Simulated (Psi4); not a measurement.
# CH2AlN (SMILES N#[C][AlH2]): levels of theory compared

Aim: a comparison of 3 runs (HF/def2-SVP, B2PLYP/pcseg-2, EOM-CCSD/def2-SVPD) of CH2AlN. 

The results are computed with Psi4 1.11.

3 further runs of the same task are left out: 1 that didn't finish, 2 set aside as unsound or not needed.

## (1) The structure to begin with

CH2AlN: 5 atoms, total charge 0, spin state singlet. As SMILES, `N#[C][AlH2]`. The coordinates come from a PBE0-D4/def2-TZVP relaxation.

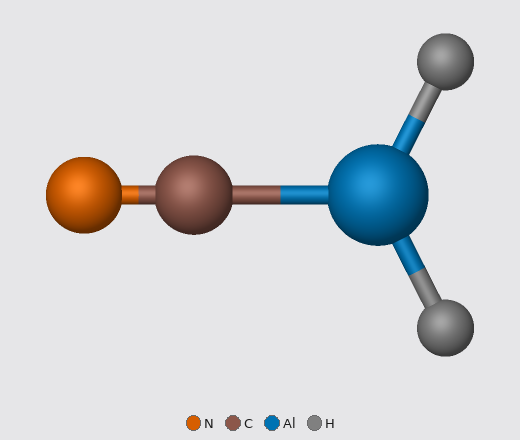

Viewed from a chosen angle; nitrogen orange, carbon brown, aluminium blue, hydrogen grey.

## (2) A single-point energy at HF/def2-SVP (run 1)

Input file ch2aln.xyz:

```xyz
5
CH2AlN
N      1.382300    -1.346000     1.394200
C      0.714200    -0.698000     0.711800
Al    -0.407200     0.390000    -0.434600
H     -1.629700    -0.322900    -1.120200
H     -0.009700     1.903200    -0.592600
```

Input file ch2aln.py:

```python
import psi4

psi4.set_memory(1600000000)
psi4.set_num_threads(1)
psi4.set_output_file('psi4.out', False)

with open('ch2aln.xyz') as f:
    atoms = ''.join(f.readlines()[2:])
geom = psi4.geometry('0 1\n' + atoms + 'symmetry c1\nno_reorient\nno_com')

psi4.set_options({
    'reference': 'rhf',
    'puream': True,
    'e_convergence': 1e-09,
    'd_convergence': 1e-08,
    'scf_type': 'pk',
})

e_tot, wfn = psi4.energy('scf/def2-SVP', return_wfn=True)
psi4.oeprop(wfn, 'QUADRUPOLE', 'MULLIKEN_CHARGES', 'DIPOLE')
print(f'total energy {e_tot:.8f} hartree = {e_tot * 27.211386:.5f} eV')
```

On the command line:

```console
python ch2aln.py
```

psi4.out:

```text
[...]
  Running in c1 symmetry.
[...]
  Nuclear repulsion =   69.014155576228063
[...]
  Multiplicity = 1
[...]
  Nalpha       = 14
  Nbeta        = 14
[...]
    Number of basis functions: 56
[...]
   @RHF iter   1:  -335.20132943871261   -1.20607e+00   4.49529e-03 ADIIS/DIIS
[...]
   @RHF iter  11:  -335.24242015716032   -3.06954e-12   3.63555e-09 DIIS
[...]
    Orbital Energies [Eh]
    ---------------------
    Doubly Occupied:
       1A    -58.499150     2A    -15.582487     3A    -11.247253
       4A     -4.933899     5A     -3.253013     6A     -3.250038
       7A     -3.249170     8A     -1.202811     9A     -0.691287
      10A     -0.568848    11A     -0.513255    12A     -0.489341
      13A     -0.477611    14A     -0.453684
[...]
  @RHF Final Energy:  -335.24242015716032
   => Energetics <=
    Nuclear Repulsion Energy =             69.0141555762280632
    One-Electron Energy =                -599.6894547326853626
    Two-Electron Energy =                 195.4328789992969746
    Total Energy =                       -335.2424201571603248
[...]
 Multipole Moments:
 ------------------------------------------------------------------------------------
     Multipole            Electronic (a.u.)      Nuclear  (a.u.)        Total (a.u.)
 ------------------------------------------------------------------------------------
 L = 1.  Multiply by 2.5417464519 to convert [e a0] to [Debye]
 Dipole X            :        -14.0678268           13.2815621           -0.7862647
 Dipole Y            :         13.9147936          -13.1519269            0.7628667
 Dipole Z            :        -13.4032757           12.5999379           -0.8033377
 Magnitude           :                                                    1.3585026
 L = 2.  Multiply by 1.3450342976 to convert [e a0^2] to [Debye ang]
 Quadrupole XX       :        -97.0386954           75.8756035          -21.1630919
 Quadrupole XY       :         63.8934711          -62.7501623            1.1433087
[...]
  Mulliken Charges: (a.u.)
   Center  Symbol    Alpha    Beta     Spin     Total
       1     N     3.55530  3.55530  0.00000 -0.11061
       2     C     3.16997  3.16997  0.00000 -0.33994
       3    AL     6.04510  6.04510  0.00000  0.90980
       4     H     0.61481  0.61481  0.00000 -0.22963
       5     H     0.61481  0.61481  0.00000 -0.22962
   Total alpha = 14.00000, Total beta = 14.00000, Total charge =  0.00000
```

The script printed:

```text
total energy -335.24242016 hartree = -9122.41090 eV
```

Wall time 1.7 s (1 thread of Intel Xeon Platinum 8559C (Emerald Rapids), shared host); peak memory 0.2 GiB.

## (3) The energy at B2PLYP/pcseg-2 (density fitting for correlation) (run 2)

Input file run.py:

```python
import psi4

psi4.set_memory('1600 MB')
psi4.set_num_threads(1)
psi4.core.set_output_file('run.log', False)

geom = psi4.geometry("""
0 1
N      1.382300    -1.346000     1.394200
C      0.714200    -0.698000     0.711800
Al    -0.407200     0.390000    -0.434600
H     -1.629700    -0.322900    -1.120200
H     -0.009700     1.903200    -0.592600
symmetry c1
""")

psi4.set_options({
    'basis': 'pcseg-2',
    'reference': 'rks',
    'puream': True,
    'e_convergence': 1e-09,
    'd_convergence': 1e-08,
    'scf_type': 'pk',
    'dft_radial_points': 99,
    'dft_spherical_points': 590,
    'num_frozen_docc': 7,
})

result, w = psi4.energy("b2plyp", molecule=geom, return_wfn=True)
print(f'total energy {result:.8f} hartree = {result * 27.211386:.5f} eV')
```

On the command line:

```console
python run.py
```

run.log:

```text
[...]
  Running in c1 symmetry.
[...]
  Nuclear repulsion =   69.014155576228063
[...]
  Multiplicity = 1
[...]
  Nalpha       = 14
  Nbeta        = 14
[...]
    Number of basis functions: 122
[...]
   @RKS iter   1:  -336.09217898304132   -9.33730e-01   3.62351e-03 ADIIS/DIIS
[...]
   @RKS iter  10:  -336.18528869898034   -1.04308e-10   8.74114e-09 DIIS
[...]
    Orbital Energies [Eh]
    ---------------------
    Doubly Occupied:
       1A    -57.056170     2A    -14.848475     3A    -10.627336
       4A     -4.482123     5A     -2.940105     6A     -2.934517
       7A     -2.932905     8A     -1.036336     9A     -0.594068
      10A     -0.473212    11A     -0.424671    12A     -0.415550
      13A     -0.407628    14A     -0.383157
[...]
  @RKS Final Energy:  -336.18528869898034
   => Energetics <=
    Nuclear Repulsion Energy =             69.0141555762280632
    One-Electron Energy =                -600.4195527398551349
    Two-Electron Energy =                 210.3647953767409149
    DFT Exchange-Correlation Energy =     -15.1446869120942686
    Empirical Dispersion Energy =           0.0000000000000000
    VV10 Nonlocal Energy =                  0.0000000000000000
    Total Energy =                       -336.1852886989804006
[...]
 Multipole Moments:
 ------------------------------------------------------------------------------------
     Multipole            Electronic (a.u.)      Nuclear  (a.u.)        Total (a.u.)
 ------------------------------------------------------------------------------------
 L = 1.  Multiply by 2.5417464519 to convert [e a0] to [Debye]
 Dipole X            :          0.6129467           -1.4258200           -0.8128733
 Dipole Y            :         -0.5945202            1.3831863            0.7886661
 Dipole Z            :          0.6271159           -1.4576532           -0.8305373
 Magnitude           :                                                    1.4044748
[...]
```

The script printed:

```text
total energy -336.32179531 hartree = -9151.78219 eV
```

Wall time 13 s (1 thread of Intel Xeon Platinum 8559C (Emerald Rapids), shared host); peak memory 0.77 GiB.

## (4) The excited states at EOM-CCSD/def2-SVPD (sfX2C) (run 3)

Input file job.inp:

```
memory 1600 mb

molecule {
  0 1
  N      2.61216842    -2.54357136     2.63465616
  C      1.34964240    -1.31902883     1.34510706
  Al    -0.76949648     0.73699319    -0.82127497
  H     -3.07968667    -0.61019257    -2.11687120
  H     -0.01833034     3.59652676    -1.11985170
  units bohr
  symmetry c1
}

set basis def2-SVPD
set reference rhf
set scf_type pk
set freeze_core true
set roots_per_irrep [2]
set relativistic x2c

e_tot, wfn = energy("eom-ccsd", return_wfn=True)
print_variables()
```

On the command line:

```console
psi4 job.inp job.out -n 1
```

job.out:

```text
[...]
  Running in c1 symmetry.
[...]
  Nuclear repulsion =   69.014155664648129
[...]
  Multiplicity = 1
[...]
  Nalpha       = 14
  Nbeta        = 14
[...]
    Number of basis functions: 80
[...]
    WARNING: The X2C and Dirac Hamiltonians have substatially different eigenvalues!
             This is probably caused by the recontraction of the basis set.
[...]
   @RHF iter   1:  -335.64298290657729   -1.21466e+00   3.18678e-03 DIIS/ADIIS
[...]
   @RHF iter  11:  -335.68513656077107   -5.51381e-12   3.82437e-09 DIIS
[...]
    Orbital Energies [Eh]
    ---------------------
    Doubly Occupied:
       1A    -58.644713     2A    -15.594562     3A    -11.254868
       4A     -4.959081     5A     -3.260087     6A     -3.257119
       7A     -3.255995     8A     -1.206434     9A     -0.694521
      10A     -0.570868    11A     -0.514667    12A     -0.491099
      13A     -0.479689    14A     -0.455522
[...]
  @RHF Final Energy:  -335.68513656077107
   => Energetics <=
    Nuclear Repulsion Energy =             69.0141556646481291
    One-Electron Energy =                -600.1201331631682478
    Two-Electron Energy =                 195.4208409377490909
    Total Energy =                       -335.6851365607710704
[...]
 Multipole Moments:
 ------------------------------------------------------------------------------------
     Multipole            Electronic (a.u.)      Nuclear  (a.u.)        Total (a.u.)
 ------------------------------------------------------------------------------------
 L = 1.  Multiply by 2.5417464519 to convert [e a0] to [Debye]
 Dipole X            :          0.6032892           -1.4258200           -0.8225308
 Dipole Y            :         -0.5851575            1.3831863            0.7980288
 Dipole Z            :          0.6172780           -1.4576532           -0.8403751
 Magnitude           :                                                    1.4211394
[...]
      * MP2 total energy                      = -336.039592491545136
[...]
      * CCSD total energy                     = -336.060122408573932
[...]
                     Excitation Energy              Total Energy
[...]
```

Run time: 17 s. Hardware: 1 thread of Intel Xeon Platinum 8559C (Emerald Rapids), shared host; peak memory 0.51 GiB.

The roots found:

| excited state | energy (eV) |
| --- | --- |
| 1 | 5.646 |
| 2 | 6.530 |

## (5) All runs side by side

| run | level | frozen core orbitals | fitting correlation | energy (Eh) | HOMO energy (eV) | LUMO energy (eV) | HOMO–LUMO gap (eV) | wall time |
| --- | --- | --- | --- | --- | --- | --- | --- | --- |
| 1 | HF/def2-SVP | 0 | – | -335.242420 | -12.35 | 0.33 | 12.67 | 1.7 s |
| 2 | B2PLYP/pcseg-2 (density fitting for correlation) | 7 | density fitting | -336.321795 | -10.43 | -1.55 | 8.88 | 13 s |
| 3 | EOM-CCSD/def2-SVPD (sfX2C) | 7 | none | -336.060122 | -12.40 | 0.30 | 12.70 | 17 s |

## (6) What came out

```
                                    quantity          value
    run 3: ground-state or mean-field energy  -336.06012 Eh
  run 3: HOMO energy (Hartree–Fock orbitals)      -12.40 eV
  run 3: LUMO energy (Hartree–Fock orbitals)        0.30 eV
run 3: HOMO–LUMO gap (Hartree–Fock orbitals)       12.70 eV
                        run 3: T1 diagnostic          0.013
             run 3: lowest excitation energy        5.65 eV
```

Some runs of one species differ in core potentials or relativity; totals across that change don't compare. All runs together took 32 s, the longest 17 s.
